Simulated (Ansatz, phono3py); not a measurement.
# CeO2 (Fm-3m): solver, mesh and scattering choices in phono3py, part 4 of 5

Wanted: the sensitivity of κ of CeO2 to the choices of the transport step.

What experiment has found for this phase:
- thermal conductivity 10.8 W/m/K near room temperature (given in “Predicting the lattice thermal conductivity of solids by solving the Boltzmann transport equation: AFLOW - AAPL an automated, accurate and efficient framework”, 2017, arXiv:1611.05481)

Ansatz 0.2.0 and phono3py 4.10.0; DFT PBEsol, scalar-relativistic, plane waves, PAW; PAW set soft_1 (the session's first sound run).

So far, κ at 300 K (W/m/K): step 3 (relaxation-time solution) 15.6; step 12 (boundary mean free path 10 micrometre) 15.5; step 13 (boundary mean free path 100 micrometre) 15.5; step 14 (q-mesh of the transport sums 15×15×15, solver LBTE) 15.3; step 15 (solver RTA with coherences (SMM19)) 16.0.

### Step 16. Gaussian smearing, third order supercell 3×3×3, supercell 6×6×6

Level of this step: DFT PBEsol, scalar-relativistic, plane waves, PAW; PAW set soft_1; phono3py on Ansatz's force constants (phono3py).

A Gaussian replaces the tetrahedron method for energy conservation; its width must match the mesh.

File phono3py.yaml:

```yaml
phono3py:
  version: "4.10.0"
  frequency_unit_conversion_factor: 15.633302
  symmetry_tolerance: 1.00000e-05

physical_unit:
  atomic_mass: "AMU"
  length: "angstrom"

space_group:
  type: "Fm-3m"
  number: 225
  Hall_symbol: "-F 4 2 3"

primitive_matrix:
- [  1.000000000000000,  0.000000000000000,  0.000000000000000 ]
- [  0.000000000000000,  1.000000000000000,  0.000000000000000 ]
- [  0.000000000000000,  0.000000000000000,  1.000000000000000 ]

supercell_matrix:
- [   3,   0,   0 ]
- [   0,   3,   0 ]
- [   0,   0,   3 ]

# [primitive_cell block left out]
unit_cell:
  lattice:
  - [     0.000000000000000,     2.699286924200000,     2.699286924200000 ] # a
  - [     2.699286924200000,     0.000000000000000,     2.699286924200000 ] # b
  - [     2.699286924200000,     2.699286924200000,     0.000000000000000 ] # c
  points:
  - symbol: Ce # 1
    coordinates: [  0.000000000000000,  0.000000000000000,  0.000000000000000 ]
    mass: 140.116000
    reduced_to: 1
  - symbol: O # 2
    coordinates: [  0.250000000000000,  0.250000000000000,  0.250000000000000 ]
    mass: 15.999000
    reduced_to: 2
  - symbol: O # 3
    coordinates: [  0.750000000000000,  0.750000000000000,  0.750000000000000 ]
    mass: 15.999000
    reduced_to: 3

# [supercell block left out]
phonon_supercell_matrix:
- [   6,   0,   0 ]
- [   0,   6,   0 ]
- [   0,   0,   6 ]

# [phonon_primitive_cell block left out]
# [phonon_supercell block left out]
nac:
  born_effective_charge:
  - # 1 (Ce)
    - [  5.766628302692746,  0.000000000000000,  0.000000000000000 ]
    - [  0.000000000000000,  5.766628302692746,  0.000000000000000 ]
    - [  0.000000000000000,  0.000000000000000,  5.766628302692746 ]
  - # 2 (O)
    - [ -2.883314151346373,  0.000000000000000,  0.000000000000000 ]
    - [  0.000000000000000, -2.883314151346373,  0.000000000000000 ]
    - [  0.000000000000000,  0.000000000000000, -2.883314151346373 ]
  - # 3 (O)
    - [ -2.883314151346373,  0.000000000000000,  0.000000000000000 ]
    - [  0.000000000000000, -2.883314151346373,  0.000000000000000 ]
    - [  0.000000000000000,  0.000000000000000, -2.883314151346373 ]
  dielectric_constant:
    - [  7.840627509700767,  0.000000000000000,  0.000000000000000 ]
    - [  0.000000000000000,  7.840627509700767,  0.000000000000000 ]
    - [  0.000000000000000,  0.000000000000000,  7.840627509700767 ]
  unit_conversion_factor: 14.399645
```

Launch:

```sh
$ phono3py phono3py.yaml --mesh 19 19 19 --br --isotope --sigma 0.05 --ts 100 300 600
```

What it wrote:

```text
[banner, memory and clock lines left out]
Rust backend (phonors) using rayon (8 threads).
Running in phono3py.load mode.
Spglib version 2.8.0
----------------------------- General settings -----------------------------
Run mode: conductivity-RTA
HDF5 data compression filter: gzip
Crystal structure was read from "phono3py.yaml".
Supercell (dim): [3 3 3]
Phonon supercell (dim-fc2): [6 6 6]
Primitive matrix:
  [1. 0. 0.]
  [0. 1. 0.]
  [0. 0. 1.]
Spacegroup: Fm-3m (225)
Use -v option to watch primitive cell, unit cell, and supercell structures.
NAC parameters were read from "phono3py.yaml".
fc3 was read from "fc3.hdf5".
fc2 was read from "fc2.hdf5".
----------------------------- Force constants ------------------------------
Max drift of fc3: -0.00000100 (xzy) -0.00000100 (xzy) -0.00000100 (xyz)
Max drift of fc2: -0.00001600 (xx) -0.00001600 (xx)
--------------------------- Calculation settings ---------------------------
Non-analytical term correction (NAC): True
NAC unit conversion factor:  14.39964
BZ integration: Smearing=0.05
Temperature:  100.0  300.0  600.0
Cutoff frequency: 0.01
Mesh sampling: [ 19 19 19 ]
Generating grid system ... [ 19 19 19 ]
fc3-r2q-transformation over three atoms: True
--------------------------- Phonon calculations ----------------------------
  PRB 50, 13035(R) (1994), PRB 55, 10355 (1997)
  G-cutoff distance: 1.22, Number of G-points: 307, Lambda: 0.36
Running harmonic phonon calculations...
-------------------- Lattice thermal conductivity (RTA) --------------------
Running heat capacity calculations...
Running velocity calculations...
Running isotope scattering calculations sigma=0.05...
======================= Grid point 0 (1/220) =======================
q-point: ( 0.00  0.00  0.00)
Boundary mean free path (millimeter): 1000.000
Mass variance parameters: 2.25e-05 3.36e-05 3.36e-05
Number of triplets: 220
Frequency     group velocity (x, y, z)     |gv|
  -0.008   (   0.000    0.000    0.000)    0.000
  -0.008   (   0.000    0.000    0.000)    0.000
  -0.008   (   0.000    0.000    0.000)    0.000
   8.313   (   0.000    0.000    0.000)    0.000
   8.313   (   0.000    0.000    0.000)    0.000
   8.313   (   0.000    0.000    0.000)    0.000
  12.987   (   0.000    0.000    0.000)    0.000
  12.987   (   0.000    0.000    0.000)    0.000
  12.987   (   0.000    0.000    0.000)    0.000
======================= Grid point 1 (2/220) =======================
q-point: ( 0.05  0.00  0.00)
Boundary mean free path (millimeter): 1000.000
Mass variance parameters: 2.25e-05 3.36e-05 3.36e-05
Number of triplets: 670
Frequency     group velocity (x, y, z)     |gv|
   0.629   ( -21.257   21.257   21.257)   36.818
   0.629   ( -21.257   21.257   21.257)   36.818
   1.027   ( -34.821   34.821   34.821)   60.311
   8.336   (  -1.549    1.549    1.549)    2.683
   8.336   (  -1.549    1.549    1.549)    2.683
  12.956   (   2.086   -2.086   -2.086)    3.613
  12.956   (   2.086   -2.086   -2.086)    3.613
[...]
[217 grid points left out]
======================= Grid point 1647 (220/220) =======================
q-point: (-0.26  0.47  0.21)
Boundary mean free path (millimeter): 1000.000
Mass variance parameters: 2.25e-05 3.36e-05 3.36e-05
Number of triplets: 1810
Frequency     group velocity (x, y, z)     |gv|
[...]
5.748   (  -0.554   27.798   -0.000)   27.804
   5.940   (  12.171  -20.580    0.000)   23.910
   6.056   (  -5.989    2.630    0.000)    6.541
   6.429   ( -20.136   -9.102    0.000)   22.098
  10.548   (   1.099   48.241   -0.000)   48.253
  11.021   (  -2.583  -45.179    0.000)   45.252
  13.850   (   2.460    2.547   -0.000)    3.541
  16.652   (   2.590   -1.619   -0.000)    3.054
=================== End of collection of collisions ===================
----------- Thermal conductivity (W/m-k) for sigma=0.05 -----------
#  T(K)        xx         yy         zz         yz         xz         xy
  100.0      63.468     63.468     63.468     -0.000     -0.000      0.000
  300.0      15.906     15.906     15.906     -0.000     -0.000      0.000
  600.0       7.824      7.824      7.824     -0.000     -0.000      0.000

Thermal conductivity related properties and sigma 0.05
were written into "kappa-m191919-s0.05.hdf5".
Summary of calculation was written in "phono3py.yaml".
```

The job ended after 2.1 min (8 threads of AMD EPYC 7R43, shared host; peak memory 0.17 GiB; 15 min of CPU time).

This step gave:

| Item | Value |
| --- | --- |
| κ at 300 K | 15.91 W/m/K |
| κ xx, yy, zz at 300 K | 15.91, 15.91, 15.91 W/m/K |

W/m/K. Kappa, by row:

```
T (K)     xx     yy     zz  yz  xz  xy
  100  63.47  63.47  63.47   0   0   0
  300  15.91  15.91  15.91   0   0   0
  600  7.824  7.824  7.824   0   0   0
```

With a width of 0.05 THz κ at 300 K is 15.9 W/(m K), +2.3 % from the tetrahedron value.

For the κ at 300 K, step 3 gave 15.6 W/m/K; this run, with delta function Gaussian and sigma 0.05 THz, gives 15.9 W/m/K (+2 %).

### Step 17. Gaussian smearing, third order supercell 3×3×3, supercell 6×6×6 (run 2)

A Gaussian replaces the tetrahedron method for energy conservation; its width must match the mesh.

phono3py.yaml is that of step 16.

Launch:

```sh
$ phono3py phono3py.yaml --mesh 19 19 19 --br --isotope --sigma 0.2 --ts 100 300 600
```

What it wrote:

```text
[banner, memory and clock lines left out]
Rust backend (phonors) using rayon (8 threads).
Running in phono3py.load mode.
Spglib version 2.8.0
----------------------------- General settings -----------------------------
Run mode: conductivity-RTA
HDF5 data compression filter: gzip
Crystal structure was read from "phono3py.yaml".
Supercell (dim): [3 3 3]
Phonon supercell (dim-fc2): [6 6 6]
Primitive matrix:
  [1. 0. 0.]
  [0. 1. 0.]
  [0. 0. 1.]
Spacegroup: Fm-3m (225)
Use -v option to watch primitive cell, unit cell, and supercell structures.
[...]
13.850   (   2.460    2.547   -0.000)    3.541
  16.652   (   2.590   -1.619   -0.000)    3.054
=================== End of collection of collisions ===================
----------- Thermal conductivity (W/m-k) for sigma=0.2 -----------
#  T(K)        xx         yy         zz         yz         xz         xy
  100.0      61.220     61.220     61.220     -0.000     -0.000      0.000
  300.0      15.378     15.378     15.378     -0.000     -0.000      0.000
  600.0       7.571      7.571      7.571     -0.000     -0.000      0.000

Thermal conductivity related properties and sigma 0.2
were written into "kappa-m191919-s0.2.hdf5".
Summary of calculation was written in "phono3py.yaml".
```

It took 2.1 min on 8 threads; peak memory 0.17 GiB.

This step gave:

```
κ at 300 K            : 15.38 W/m/K
κ xx, yy, zz at 300 K : 15.38, 15.38, 15.38 W/m/K
```

W/m/K. Kappa, by row:

```
T (K)     xx     yy     zz  yz  xz  xy
  100  61.22  61.22  61.22   0   0   0
  300  15.38  15.38  15.38   0   0   0
  600  7.571  7.571  7.571   0   0   0
```

With a width of 0.2 THz κ at 300 K is 15.4 W/(m K), -1.1 % from the tetrahedron value.

Between step 16 and this run (sigma 0.2 THz) the value for the κ at 300 K moves from 15.9 W/m/K to 15.4 W/m/K (-3 %).

### Step 18. Two-phonon phase space, third order supercell 3×3×3, supercell 6×6×6

The two-phonon density of states counts the channels open to a mode, without matrix elements.

phono3py.yaml is that of step 17.

Launch:

```sh
$ phono3py phono3py.yaml --mesh 23 23 23 --jdos --gp 0 --num-freq-points 80
```

What it wrote:

```text
[banner, memory and clock lines left out]
Rust backend (phonors) using rayon (8 threads).
Running in phono3py.load mode.
Spglib version 2.8.0
----------------------------- General settings -----------------------------
Run mode: jdos
HDF5 data compression filter: gzip
Crystal structure was read from "phono3py.yaml".
Supercell (dim): [3 3 3]
Phonon supercell (dim-fc2): [6 6 6]
Primitive matrix:
  [1. 0. 0.]
  [0. 1. 0.]
  [0. 0. 1.]
Spacegroup: Fm-3m (225)
Use -v option to watch primitive cell, unit cell, and supercell structures.
NAC parameters were read from "phono3py.yaml".
fc3 was read from "fc3.hdf5".
fc2 was read from "fc2.hdf5".
----------------------------- Force constants ------------------------------
Max drift of fc3: -0.00000100 (xzy) -0.00000100 (xzy) -0.00000100 (xyz)
Max drift of fc2: -0.00001600 (xx) -0.00001600 (xx)
--------------------------- Calculation settings ---------------------------
Non-analytical term correction (NAC): True
NAC unit conversion factor:  14.39964
BZ integration: Tetrahedron-method
Cutoff frequency: 0.01
Number of frequency sampling points: 80
Mesh sampling: [ 23 23 23 ]
Generating grid system ... [ 23 23 23 ]
  PRB 50, 13035(R) (1994), PRB 55, 10355 (1997)
  G-cutoff distance: 1.22, Number of G-points: 307, Lambda: 0.36
--------------------------------- Joint DOS ---------------------------------
Running harmonic phonon calculations...
======================= Grid point 0 (1/1) =======================
q-point: ( 0.00  0.00  0.00)
Number of triplets: 364
Frequency
  -0.008
  -0.008
  -0.008
   8.313
   8.313
   8.313
  12.987
  12.987
  12.987
Tetrahedron method is used.
Calculations at 80 frequency points are divided into 8 batches.
1/8: [ 1  2  3  4  5  6  7  8  9 10]
2/8: [11 12 13 14 15 16 17 18 19 20]
3/8: [21 22 23 24 25 26 27 28 29 30]
4/8: [31 32 33 34 35 36 37 38 39 40]
5/8: [41 42 43 44 45 46 47 48 49 50]
6/8: [51 52 53 54 55 56 57 58 59 60]
7/8: [61 62 63 64 65 66 67 68 69 70]
8/8: [71 72 73 74 75 76 77 78 79 80]
JDOS is written into "jdos-m232323-g0.dat".
```

The job ended after 8.9 s (8 threads; peak memory 0.19 GiB).

The joint density of states at Gamma has structure finer than the step of the table below, so its rows give means over 2 THz, whole bins alone (the curve runs from 0 to 34.4 THz). Peaks (THz: height): absorption class 3.0: 9.29, 9.6: 5.13, 12.6: 3.47; decay class 17.0: 5.60, 20.9: 6.07, 24.0: 3.42.

The joint density of states at Gamma by frequency; means over each step:

```
frequency (THz)  absorption class (1/THz)  decay class (1/THz)
              2                      7.47               0.0409
              4                      7.84                0.179
              6                      6.68                0.612
              8                      4.47                 1.42
             10                      3.35                 2.81
             12                      1.90                 3.85
             14                     0.527                 4.46
             16                   0.00841                 5.17
             18                         0                 4.34
             20                         0                 5.06
             22                         0                 4.05
             24                         0                 3.11
             26                         0                 2.51
             28                         0                 1.20
             30                         0                0.943
             32                         0                0.326
```

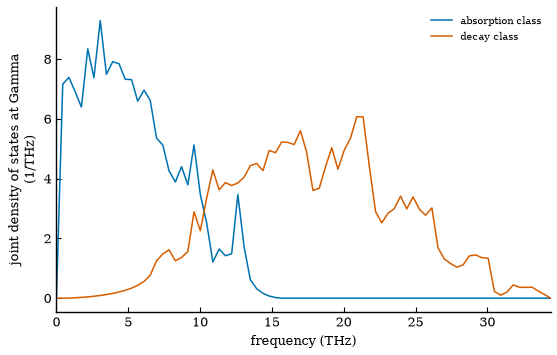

Joint density of states at Gamma against frequency.

### Step 19. Without the dipole term, third order supercell 3×3×3, supercell 6×6×6

Dropping the dipole term tests how much its part of the interpolation matters for κ.

phono3py.yaml is that of step 18.

Launch:

```sh
$ phono3py phono3py.yaml --mesh 19 19 19 --br --isotope --nonac --ts 100 300 600
```

What it wrote:

```text
Rust backend (phonors) using rayon (8 threads).
Running in phono3py.load mode.
Spglib version 2.8.0
----------------------------- General settings -----------------------------
Run mode: conductivity-RTA
HDF5 data compression filter: gzip
Crystal structure was read from "phono3py.yaml".
Supercell (dim): [3 3 3]
Phonon supercell (dim-fc2): [6 6 6]
Primitive matrix:
  [1. 0. 0.]
  [0. 1. 0.]
  [0. 0. 1.]
Spacegroup: Fm-3m (225)
Use -v option to watch primitive cell, unit cell, and supercell structures.
fc3 was read from "fc3.hdf5".
fc2 was read from "fc2.hdf5".
----------------------------- Force constants ------------------------------
Max drift of fc3: -0.00000100 (xzy) -0.00000100 (xzy) -0.00000100 (xyz)
Max drift of fc2: -0.00001600 (xx) -0.00001600 (xx)
--------------------------- Calculation settings ---------------------------
BZ integration: Tetrahedron-method
Temperature:  100.0  300.0  600.0
Cutoff frequency: 0.01
Mesh sampling: [ 19 19 19 ]
Generating grid system ... [ 19 19 19 ]
fc3-r2q-transformation over three atoms: True
--------------------------- Phonon calculations ----------------------------
Running harmonic phonon calculations...
-------------------- Lattice thermal conductivity (RTA) --------------------
Running heat capacity calculations...
Running velocity calculations...
Running isotope scattering calculations with tetrahedron method...
======================= Grid point 0 (1/220) =======================
q-point: ( 0.00  0.00  0.00)
Boundary mean free path (millimeter): 1000.000
Mass variance parameters: 2.25e-05 3.36e-05 3.36e-05
Number of triplets: 220
Frequency     group velocity (x, y, z)     |gv|
  -0.008   (   0.000    0.000    0.000)    0.000
  -0.008   (   0.000    0.000    0.000)    0.000
  -0.008   (   0.000    0.000    0.000)    0.000
   8.313   (   0.000    0.000    0.000)    0.000
   8.313   (   0.000    0.000    0.000)    0.000
   8.313   (   0.000    0.000    0.000)    0.000
  12.987   (   0.000    0.000    0.000)    0.000
  12.987   (   0.000    0.000    0.000)    0.000
  12.987   (   0.000    0.000    0.000)    0.000
======================= Grid point 1 (2/220) =======================
q-point: ( 0.05  0.00  0.00)
Boundary mean free path (millimeter): 1000.000
Mass variance parameters: 2.25e-05 3.36e-05 3.36e-05
Number of triplets: 670
Frequency     group velocity (x, y, z)     |gv|
   0.635   ( -21.359   21.359   21.359)   36.995
   0.635   ( -21.359   21.359   21.359)   36.995
   1.022   ( -34.632   34.632   34.632)   59.984
   8.360   (  -2.878    2.878    2.878)    4.985
   8.360   (  -2.878    2.878    2.878)    4.985
   9.988   ( -97.992   97.992   97.992)  169.728
  12.958   (   2.023   -2.023   -2.023)    3.503
[...]
[217 grid points left out]
======================= Grid point 1647 (220/220) =======================
q-point: (-0.26  0.47  0.21)
Boundary mean free path (millimeter): 1000.000
Mass variance parameters: 2.25e-05 3.36e-05 3.36e-05
Number of triplets: 1810
Frequency     group velocity (x, y, z)     |gv|
[...]
5.735   (  -0.736   28.411   -0.000)   28.420
   5.938   (  12.096  -22.678    0.000)   25.703
   6.078   (  -5.154    4.369   -0.000)    6.756
   6.450   ( -19.696   -8.514    0.000)   21.457
  10.574   (   0.929   48.774   -0.000)   48.783
  11.043   (  -1.536  -44.891    0.000)   44.918
  13.806   (   2.128    2.305   -0.000)    3.138
  16.616   (   2.391   -2.064    0.000)    3.159
=================== End of collection of collisions ===================
----------- Thermal conductivity (W/m-k) with tetrahedron method -----------
#  T(K)        xx         yy         zz         yz         xz         xy
  100.0      62.436     62.436     62.436     -0.000     -0.000      0.000
  300.0      15.825     15.825     15.825     -0.000     -0.000      0.000
  600.0       7.837      7.837      7.837     -0.000     -0.000      0.000

Thermal conductivity related properties were written into
"kappa-m191919.hdf5".
Summary of calculation was written in "phono3py.yaml".
```

The job ended after 2.1 min (8 threads; peak memory 0.17 GiB; 15 min of CPU time).

Numbers from this step:

```
κ at 300 K            : 15.83 W/m/K
κ xx, yy, zz at 300 K : 15.83, 15.83, 15.83 W/m/K
```

W/m/K. Kappa, by row:

```
T (K)     xx     yy     zz  yz  xz  xy
  100  62.44  62.44  62.44   0   0   0
  300  15.83  15.83  15.83   0   0   0
  600  7.837  7.837  7.837   0   0   0
```

κ at 300 K goes from 15.6 to 15.8 W/(m K). Only the interpolation between the solved wavevectors changes, and the fewer these are, the more it matters.

(Continued in part 5 of 5.)

[Logs are printed without paths, hosts, clocks, repeated set-up lines and the standing remarks that a program may print on its own settings, such as how far it seeks lower states.]

[Hosts, paths, dates, database ids (printed as entryN), source tags and the programs' standing remarks are cut or masked in the printed files.]

[A step with changed settings may run another functional than the one named; its input shows which.]
